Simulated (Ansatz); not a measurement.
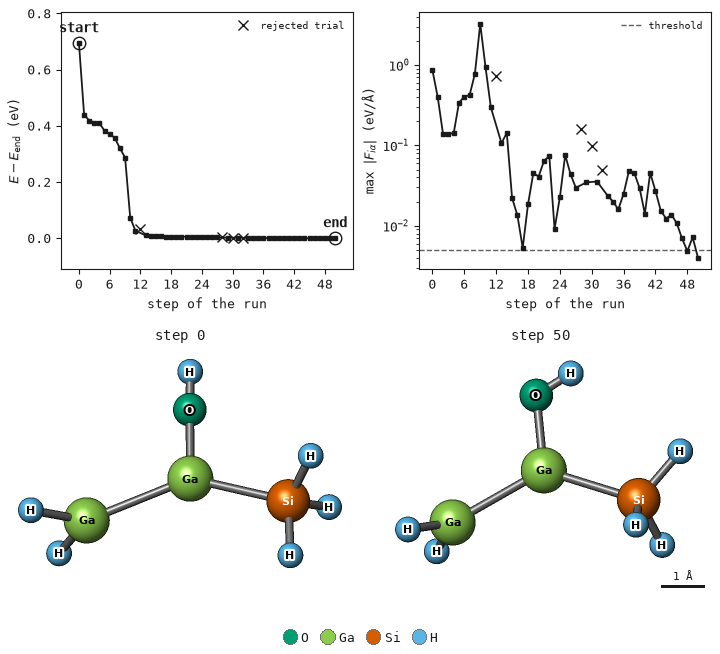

First and last geometry of a relaxation of Ga2SiH6O, with the history of the run. Style: ball-and-stick. Shown at a tilt.

The start comes from GFN2-xTB.

Method: Ansatz, RKS PBE0-D4/def2-TZVP. Settings: force threshold 0.005 eV/Å; at most 150 steps.

Q: What do the curves and the structures tell?

A: It converged. After 46 accepted moves (50 points after the start) the energy has fallen by 0.694 eV. The largest force component goes from 0.86 to 0.004 eV/Å. The line search rejected the trial steps at points 12, 28, 30, 32 of the run. The largest move after the best rigid fit is that of an H atom, 1.09 Å. Largest moves by element: H 1.09 Å, O 0.50 Å, Si 0.25 Å, Ga 0.25 Å. Near-neighbour distances that change, for instance: Ga–Ga 2.615 → 2.471 Å, Ga–H 1.686 → 1.576 Å, Ga–O 1.740 → 1.803 Å, Ga–Si 2.476 → 2.431 Å. Among the angles between lasting bonds that change: Ga–O–H 178.9° → 114.2°, H–Ga–H 105.5° → 116.9°, Si–Ga–Ga 143.4° → 133.1°. Groups turn about Ga–Si by about 50°. The run took 73 s on 4 threads of AMD EPYC 9R45 96-Core, with other jobs on the host.

| step | E − E(0), eV | largest force component, eV/Å | note |
| --- | --- | --- | --- |
| 0 | 0.0000 | 0.8624 |  |
| 1 | -0.2533 | 0.3968 |  |
| 2 | -0.2749 | 0.1381 |  |
| 3 | -0.2819 | 0.1398 |  |
| 4 | -0.2839 | 0.1413 |  |
| 5 | -0.3118 | 0.3385 |  |
| 6 | -0.3221 | 0.4048 |  |
| 7 | -0.3370 | 0.4211 |  |
| 8 | -0.3739 | 0.7793 |  |
| 9 | -0.4064 | 3.2487 |  |
| 10 | -0.6201 | 0.9334 |  |
| 12 | -0.6601 | 0.7320 | rejected |
| 14 | -0.6839 | 0.1426 |  |
| 16 | -0.6873 | 0.0135 |  |
| 18 | -0.6876 | 0.0185 |  |
| 21 | -0.6882 | 0.0639 |  |
| 23 | -0.6893 | 0.0092 |  |
| 25 | -0.6898 | 0.0758 |  |
| 27 | -0.6910 | 0.0297 |  |
| 29 | -0.6915 | 0.0347 |  |
| 31 | -0.6918 | 0.0355 |  |
| 33 | -0.6921 | 0.0236 |  |
| 35 | -0.6926 | 0.0160 |  |
| 37 | -0.6929 | 0.0481 |  |
| 39 | -0.6932 | 0.0295 |  |
| 42 | -0.6935 | 0.0271 |  |
| 44 | -0.6936 | 0.0123 |  |
| 46 | -0.6937 | 0.0108 |  |
| 48 | -0.6937 | 0.0048 |  |
| 50 | -0.6938 | 0.0040 |  |
